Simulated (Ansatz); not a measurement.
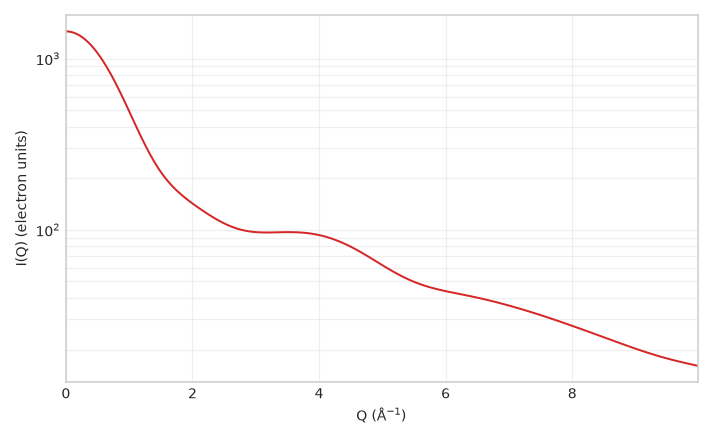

Elastic X-ray scattering of a randomly oriented, rigid molecule, calculated with the Debye equation from neutral-atom form factors (independent atoms, no Compton part, no vibration). The geometry is the end point of an optimisation (RKS LDA/def2-SVP in Ansatz 0.2.0); it may be a saddle point or a higher isomer. It contains B, Al, C, O, H.

### How many electrons does the independent-atom model of the molecule hold?

I(0) is the square of the electron number: I(0) = 1440, so about 38 electrons, the count of CH6AlBO.

### What radius of gyration does the initial fall-off give?

From I(Q) ≈ I(0) exp(−Q²R²/3) at small Q, R ≈ 1.89 Å. It is larger than the electron-weighted radius of the nuclear positions alone (1.71 Å), because each atom's electron cloud adds to it.
